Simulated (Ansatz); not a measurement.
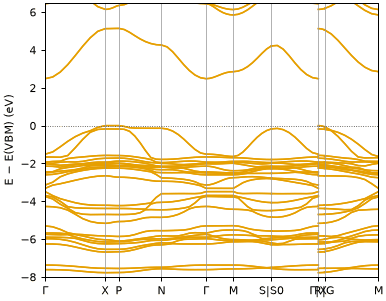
*Band structure from plane-wave PAW r²SCAN with spin–orbit coupling (Ansatz code)*

Read off the gap and where the band edges lie.

About 2.5 eV (2.48 eV by a search for the band edges); maximum at X, minimum at Γ.

The material is Cs2HgF4 in space group I4/mmm (No. 139; Cs on 4e, Hg on 2a, F on 4e, F on 4c).

The workflow started from a Materials Project entry (that database holds measured and hypothetical structures alike); the Crystallography Open Database copy checked does not list it. Its standing as an ambient phase is unchecked. Symmetry was held in the r²SCAN relaxation; its stability against distortions is not shown here.

Potentials: the later of the program's two PAW sets.
